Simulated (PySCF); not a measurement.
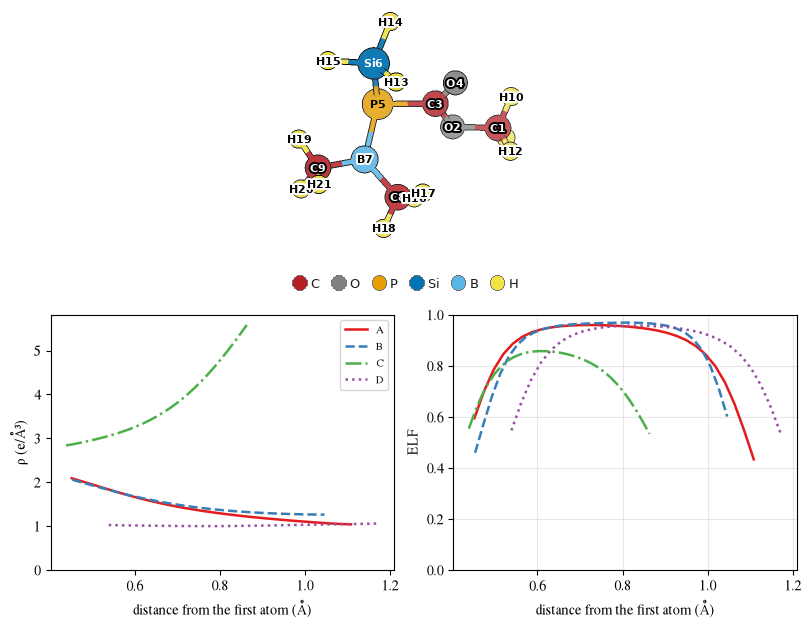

The picture shows: C4H12BO2PSi (SMILES COC(=O)P([SiH3])B(C)C). Electron density and electron localisation function along straight lines between neighbouring atoms. The curves leave out the atomic cores. The structure is drawn too.

Geometry: GFN2-xTB.

Method: PySCF, PBE0/pcSseg-1, SCF density, gas phase, non-relativistic.

```xyz
21

C     3.3498   -0.4311   -0.1508
O     2.0380   -0.3526   -0.6992
C     1.2902    0.6843   -0.3392
O     1.6514    1.5777    0.3948
P    -0.3375    0.6790   -1.1284
Si   -0.9595    2.5391   -0.0310
B    -1.2205   -0.7137   -0.2356
C    -0.4345   -1.8610    0.5127
C    -2.7971   -0.7453   -0.3026
H     3.7962    0.5635   -0.1037
H     3.9211   -1.0825   -0.8079
H     3.3063   -0.8528    0.8558
H    -0.8584    2.4085    1.4226
H    -0.1292    3.6157   -0.5603
H    -2.3641    2.7492   -0.4013
H     0.4009   -2.2371   -0.0766
H     0.0009   -1.4755    1.4370
H    -1.0630   -2.7070    0.7839
H    -3.2436    0.1420   -0.7477
H    -3.1242   -1.6034   -0.8911
H    -3.2322   -0.8799    0.6872
```

> Which curve belongs to which contact (B–P, C–B, C–O and C–P)? The first atom named is at distance zero.

Curve A: C–P (1.81 Å): ρ is about 1.2 e/Å³ halfway; the ELF peaks at about 0.95 between the atoms (a shared electron pair). Curve B: C–B (1.58 Å): the density is about 1.4 e/Å³ at the midpoint; the ELF peaks at about 0.95 between the atoms; localised, covalent bonding. Curve C: C–O (1.21 Å): ρ at the midpoint is about 3.3 e/Å³; the ELF peaks at about 0.85 between the atoms: a short, multiple covalent bond. Curve D: B–P (1.88 Å): ρ is about 1 e/Å³ halfway; the ELF peaks at about 0.95 between the atoms; a covalent bond.
